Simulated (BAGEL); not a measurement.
# CH2BN (SMILES BC#N), step by step

Aim: a single-point energy (HF/6-31G*), then a single-point energy (NEVPT2(2,2)/6-31G*), then a single-point energy (CASPT2(2,2)/6-31G*) of CH2BN. 

The results are computed with BAGEL 1.2.2.

2 further runs of the same task are left out: 2 set aside as unsound or not needed.

## (1) The structure to begin with

CH2BN: 5 atoms, total charge 0, spin state singlet. SMILES: `BC#N`. Geometry: relaxed at PBE0-D4/def2-TZVP.

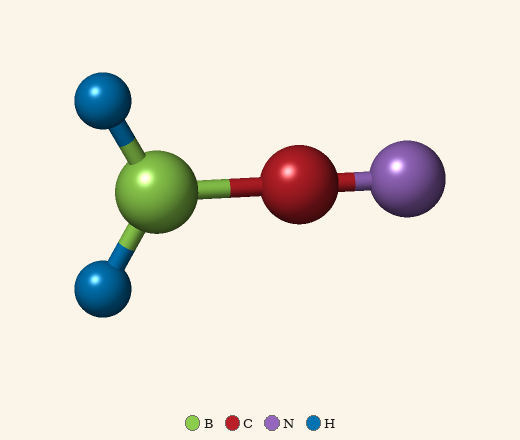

The structure, seen from a chosen angle (boron green, carbon red, nitrogen purple, hydrogen blue).

## (2) The energy at HF/6-31G(d) (density fitting with svp-jkfit, spherical functions) (run 1)

File input.json:

```json
{ "bagel": [

{
  "title": "molecule",
  "basis": "6-31gs.json",
  "df_basis": "svp-jkfit",
  "angstrom": "false",
  "geometry": [
    { "atom": "B", "xyz": [ -0.41421096,  0.83390401, -0.64607280 ] },
    { "atom": "C", "xyz": [  0.66650640, -1.31657219,  0.92728861 ] },
    { "atom": "N", "xyz": [  1.48626960, -2.94721686,  2.12065066 ] },
    { "atom": "H", "xyz": [ -1.40650615,  0.35410255, -2.60326214 ] },
    { "atom": "H", "xyz": [ -0.23789951,  2.93660227,  0.12342368 ] }
  ]
},
{ "title": "hf" },
{ "title": "print", "file": "orbitals.molden", "orbitals": "true" }

]}
```

The basis set 6-31G* is read from a file made from the Basis Set Exchange's data (not shown).

The run is started by

```bash
$ BAGEL_NUM_THREADS=1 BAGEL input.json > input.out
```

The log of the run:

```text
* using 1 threads per process

  ===============================================================
  ===============================================================

  *** Geometry ***

  { "atom" : "B", "xyz" : [     -0.414211,      0.833904,     -0.646073 ] },
  { "atom" : "C", "xyz" : [      0.666506,     -1.316572,      0.927289 ] },
  { "atom" : "N", "xyz" : [      1.486270,     -2.947217,      2.120651 ] },
  { "atom" : "H", "xyz" : [     -1.406506,      0.354103,     -2.603262 ] },
  { "atom" : "H", "xyz" : [     -0.237900,      2.936602,      0.123424 ] },

  Number of auxiliary basis functions:      263

  Since a DF basis is specified, we compute 2- and 3-index integrals:
    o Being stored without compression. Storage requirement is 0.004 GB

  Number of basis functions:       46
  Number of electrons      :       20

    * METHOD: MOLECULE                             0.05

  *** RHF ***

  === Nuclear Repulsion ===
    46.2074897350

      * DIIS with orbital gradients will be used.

  === RHF iteration (6-31gs.json) ===
      0       -117.99704201          0.03017897           0.01
      1       -118.05235637          0.02735972           0.01
      2       -118.14117182          0.00289220           0.01
      3       -118.14306486          0.00077109           0.01
      4       -118.14319351          0.00023230           0.01
      5       -118.14321843          0.00011832           0.01
      6       -118.14322729          0.00005329           0.01
      7       -118.14322917          0.00002687           0.01
      8       -118.14322957          0.00000692           0.01
      9       -118.14322958          0.00000124           0.01
     10       -118.14322958          0.00000027           0.01
     11       -118.14322958          0.00000009           0.01
     12       -118.14322958          0.00000004           0.01
     13       -118.14322958          0.00000002           0.01
     14       -118.14322958          0.00000001           0.01
     15       -118.14322958          0.00000001           0.01
    * SCF iteration converged.

    * Permanent dipole moment:
           (    0.438382,    -0.872296,     0.638232) a.u.

    * METHOD: HF                                   0.14

    * METHOD: PRINT                                0.01

  ===============================================================
```

Run time: 0.32 s. Hardware: 1 thread of Arm Neoverse V1, shared host; peak memory 0.15 GiB.

## (3) A single-point energy at NEVPT2(2,2)/6-31G(d) (density fitting with svp-jkfit, spherical functions) (run 2)

File input.json:

```json
{ "bagel" : [

{
  "title" : "molecule",
  "basis" : "6-31gs.json",
  "df_basis" : "svp-jkfit",
  "geometry" : [
    { "atom" : "B", "xyz" : [    -0.41421096,     0.83390401,    -0.64607280 ] },
    { "atom" : "C", "xyz" : [     0.66650640,    -1.31657219,     0.92728861 ] },
    { "atom" : "N", "xyz" : [     1.48626960,    -2.94721686,     2.12065066 ] },
    { "atom" : "H", "xyz" : [    -1.40650615,     0.35410255,    -2.60326214 ] },
    { "atom" : "H", "xyz" : [    -0.23789951,     2.93660227,     0.12342368 ] }
  ]
},

{ "title" : "hf" },

{ "title" : "casscf", "nstate" : 1, "nact" : 2, "nclosed" : 9, "active" : [5, 29], "maxiter" : 200, "natocc" : "true" },

{ "title" : "nevpt2", "nstate" : 1, "nact" : 2, "nclosed" : 9, "active" : [5, 29], "maxiter" : 200, "natocc" : "true", "ncore" : 3 },

{ "title" : "print", "file" : "orbitals.molden", "orbitals" : "true" }

]}
```

The basis set 6-31G* is read from a file made from the Basis Set Exchange's data (not shown).

The run is started by

```bash
$ BAGEL_NUM_THREADS=1 BAGEL input.json > input.out
```

The log of the run:

```text
* using 1 threads per process

  ===============================================================
  ===============================================================

  *** Geometry ***

  { "atom" : "B", "xyz" : [     -0.414211,      0.833904,     -0.646073 ] },
  { "atom" : "C", "xyz" : [      0.666506,     -1.316572,      0.927289 ] },
  { "atom" : "N", "xyz" : [      1.486270,     -2.947217,      2.120651 ] },
  { "atom" : "H", "xyz" : [     -1.406506,      0.354103,     -2.603262 ] },
  { "atom" : "H", "xyz" : [     -0.237900,      2.936602,      0.123424 ] },

  Number of auxiliary basis functions:      263

  Since a DF basis is specified, we compute 2- and 3-index integrals:
    o Being stored without compression. Storage requirement is 0.004 GB

  Number of basis functions:       46
  Number of electrons      :       20

    * METHOD: MOLECULE                             0.05

  *** RHF ***

  === Nuclear Repulsion ===
    46.2074897350

      * DIIS with orbital gradients will be used.

  === RHF iteration (6-31gs.json) ===
      0       -117.99704201          0.03017897           0.01
      1       -118.05235637          0.02735972           0.01
      2       -118.14117182          0.00289220           0.01
      3       -118.14306486          0.00077109           0.01
      4       -118.14319351          0.00023230           0.01
      5       -118.14321843          0.00011832           0.01
      6       -118.14322729          0.00005329           0.01
      7       -118.14322917          0.00002687           0.01
      8       -118.14322957          0.00000692           0.01
      9       -118.14322958          0.00000124           0.01
     10       -118.14322958          0.00000027           0.01
     11       -118.14322958          0.00000009           0.01
     12       -118.14322958          0.00000004           0.01
     13       -118.14322958          0.00000002           0.01
     14       -118.14322958          0.00000001           0.01
     15       -118.14322958          0.00000001           0.01
    * SCF iteration converged.

    * Permanent dipole moment:
           (    0.438382,    -0.872296,     0.638232) a.u.

    * METHOD: HF                                   0.14

  ---------------------------
      CASSCF calculation
  ---------------------------

    ==== Active orbitals : =====
         Orbital 5
         Orbital 29
    ============================

    * nstate   :      1
    * nclosed  :      9
    * nact     :      2
    * nvirt    :     35
  === CASSCF iteration (6-31gs.json) ===

    * Using the second-order algorithm

      0  0      -118.14394964     2.60e-04      0.00

      1  0      -118.15114395     8.52e-04      0.03

      2  0      -118.15330175     5.09e-04      0.04

      3  0      -118.15335288     2.14e-05      0.04

      4  0      -118.15335324     2.83e-06      0.04

      5  0      -118.15335325     6.37e-07      0.05

      6  0      -118.15335325     1.56e-07      0.04

      7  0      -118.15335325     3.66e-08      0.04

      8  0      -118.15335325     8.34e-09      0.03

    * Second-order optimization converged. *

     guess   0:   closed 1.                   open ..

  === FCI iteration ===

      0  0      -118.14315963     7.44e-02      0.00
      1  0      -118.15334711     1.36e-03      0.00
      2  0 *    -118.15335325     1.85e-15      0.00

     * ci vector, state   0, <S^2> = 0.0000
       2.     0.9976591016
       .2    -0.0683836011

    * METHOD: CASSCF                               0.33

    * freezing 3 orbitals

  === DF-NEVPT2 calculation ===

    * 3-index integral transformation done
    * assembly done

      NEVPT2 correlation energy:   -0.3302626448      0.03

          (+0)     -0.2670323784
          (+0)'    -0.0173237289
          (+1)     -0.0037795918
          (+1)'    -0.0000000000
          (+2)     -0.0001541339
          (-1)     -0.0322607498
          (-1)'     0.0000000000
          (-2)     -0.0097120619

      NEVPT2 total energy:       -118.4836158927

    * METHOD: NEVPT2                               0.05

    * METHOD: PRINT                                0.01

  ===============================================================
```

Wall time 0.7 s (1 thread of Arm Neoverse V1, shared host); peak memory 0.15 GiB.

## (4) The energy at CASPT2(2,2)/6-31G(d) (density fitting with svp-jkfit, spherical functions) (run 3)

File input.json:

```json
{ "bagel" : [

{
  "title" : "molecule",
  "basis" : "6-31gs.json",
  "df_basis" : "svp-jkfit",
  "angstrom" : "false",
  "geometry" : [
    { "atom" : "B", "xyz" : [ -0.41421096,  0.83390401, -0.64607280 ] },
    { "atom" : "C", "xyz" : [  0.66650640, -1.31657219,  0.92728861 ] },
    { "atom" : "N", "xyz" : [  1.48626960, -2.94721686,  2.12065066 ] },
    { "atom" : "H", "xyz" : [ -1.40650615,  0.35410255, -2.60326214 ] },
    { "atom" : "H", "xyz" : [ -0.23789951,  2.93660227,  0.12342368 ] }
  ]
},
{
  "title" : "hf"
},
{
  "title" : "casscf",
  "nstate" : 1,
  "nact" : 2,
  "nclosed" : 9,
  "active" : [5, 29],
  "maxiter" : 200,
  "natocc" : "true"
},
{
  "title" : "print",
  "file" : "orbitals.molden",
  "orbitals" : "true"
},
{
  "title" : "smith",
  "method" : "caspt2",
  "ms" : "true",
  "xms" : "true",
  "sssr" : "true",
  "shift" : 0.2,
  "shift_imag" : "true",
  "ncore" : 3
}

]}
```

The basis set 6-31G* is read from a file made from the Basis Set Exchange's data (not shown).

The run is started by

```bash
$ BAGEL_NUM_THREADS=1 BAGEL input.json > input.out
```

The log of the run:

```text
* using 1 threads per process

  ===============================================================
  ===============================================================

  *** Geometry ***

  { "atom" : "B", "xyz" : [     -0.414211,      0.833904,     -0.646073 ] },
  { "atom" : "C", "xyz" : [      0.666506,     -1.316572,      0.927289 ] },
  { "atom" : "N", "xyz" : [      1.486270,     -2.947217,      2.120651 ] },
  { "atom" : "H", "xyz" : [     -1.406506,      0.354103,     -2.603262 ] },
  { "atom" : "H", "xyz" : [     -0.237900,      2.936602,      0.123424 ] },

  Number of auxiliary basis functions:      263

  Since a DF basis is specified, we compute 2- and 3-index integrals:
    o Being stored without compression. Storage requirement is 0.004 GB

  Number of basis functions:       46
  Number of electrons      :       20

    * METHOD: MOLECULE                             0.05

  *** RHF ***

  === Nuclear Repulsion ===
    46.2074897350

      * DIIS with orbital gradients will be used.

  === RHF iteration (6-31gs.json) ===
      0       -117.99704201          0.03017897           0.01
      1       -118.05235637          0.02735972           0.01
      2       -118.14117182          0.00289220           0.01
      3       -118.14306486          0.00077109           0.01
      4       -118.14319351          0.00023230           0.01
      5       -118.14321843          0.00011832           0.01
      6       -118.14322729          0.00005329           0.01
      7       -118.14322917          0.00002687           0.01
      8       -118.14322957          0.00000692           0.01
      9       -118.14322958          0.00000124           0.01
     10       -118.14322958          0.00000027           0.01
     11       -118.14322958          0.00000009           0.01
     12       -118.14322958          0.00000004           0.01
     13       -118.14322958          0.00000002           0.01
     14       -118.14322958          0.00000001           0.01
     15       -118.14322958          0.00000001           0.01
    * SCF iteration converged.

    * Permanent dipole moment:
           (    0.438382,    -0.872296,     0.638232) a.u.

    * METHOD: HF                                   0.14

  ---------------------------
      CASSCF calculation
  ---------------------------

    ==== Active orbitals : =====
         Orbital 5
         Orbital 29
    ============================

    * nstate   :      1
    * nclosed  :      9
    * nact     :      2
    * nvirt    :     35
  === CASSCF iteration (6-31gs.json) ===

    * Using the second-order algorithm

      0  0      -118.14394964     2.60e-04      0.00

      1  0      -118.15114395     8.52e-04      0.03

      2  0      -118.15330175     5.09e-04      0.04

      3  0      -118.15335288     2.14e-05      0.04

      4  0      -118.15335324     2.83e-06      0.04

      5  0      -118.15335325     6.37e-07      0.05

      6  0      -118.15335325     1.56e-07      0.04

      7  0      -118.15335325     3.66e-08      0.04

      8  0      -118.15335325     8.34e-09      0.03

    * Second-order optimization converged. *

     guess   0:   closed 1.                   open ..

  === FCI iteration ===

      0  0      -118.14315963     7.44e-02      0.00
      1  0      -118.15334711     1.36e-03      0.00
      2  0 *    -118.15335325     1.85e-15      0.00

     * ci vector, state   0, <S^2> = 0.0000
       2.     0.9976591016
       .2    -0.0683836011

    * METHOD: CASSCF                               0.33

    * METHOD: PRINT                                0.01

  === SMITH program ===

    * freezing 3 orbitals

    * Approximate memory requirement for SMITH calulation per MPI process:
      o Storage requirement for T-amplitude, lambda, and residual is 0.00 GB
      o Storage requirement for MO integrals is 0.00 GB
    * Calculating and saving rdm4f

    * Zeroth order energy : state  0       -1.4557933647

    * CASPT2 iteration is performed using orthogonal basis

      -------------------------------------------  CASPT2 iteration  ---------------------------------------------------
       #      aibj      arbs      arbi      airj      risj      airs      arst      rist         Etot      error   time
      ------------------------------------------------------------------------------------------------------------------

       0  -0.26641  -0.01170  -0.03264  -0.00479  -0.00024  -0.01485  -0.00000  -0.00000   -0.3306269  0.0032483   0.02
       1  -0.26686  -0.01177  -0.03280  -0.00497  -0.00028  -0.01537  -0.00000  -0.00000   -0.3320524  0.0005753   0.01
       2  -0.26689  -0.01177  -0.03282  -0.00499  -0.00028  -0.01537  -0.00000  -0.00000   -0.3321124  0.0001088   0.01
       3  -0.26689  -0.01177  -0.03282  -0.00498  -0.00028  -0.01537  -0.00000  -0.00000   -0.3321139  0.0000217   0.01
       4  -0.26689  -0.01177  -0.03282  -0.00498  -0.00028  -0.01537  -0.00000  -0.00000   -0.3321140  0.0000048   0.01
       5  -0.26689  -0.01177  -0.03282  -0.00498  -0.00028  -0.01537  -0.00000  -0.00000   -0.3321140  0.0000008   0.01

      ------------------------------------------------------------------------------------------------------------------

    * CASPT2 energy : state  0     -118.4878205085
        w/o shift correction       -118.4854672098
        reference weight              0.8871328210

    * METHOD: SMITH                                0.12

  ===============================================================
```

Run time: 0.77 s. Hardware: 1 thread of Arm Neoverse V1, shared host; peak memory 0.15 GiB.

## (5) Results

| quantity | value |
| --- | --- |
| run 1, HF/6-31G*: total energy | -118.14323 Eh |
| run 1, HF/6-31G*: dipole moment | 2.96 D |
| run 1, HF/6-31G*: HOMO energy | -12.77 eV |
| run 1, HF/6-31G*: LUMO energy | 0.80 eV |
| run 1, HF/6-31G*: HOMO–LUMO gap | 13.58 eV |
| run 2, NEVPT2(2,2)/6-31G*: total energy | -118.48362 Eh |
| run 3, CASPT2(2,2)/6-31G*: total energy | -118.48782 Eh |
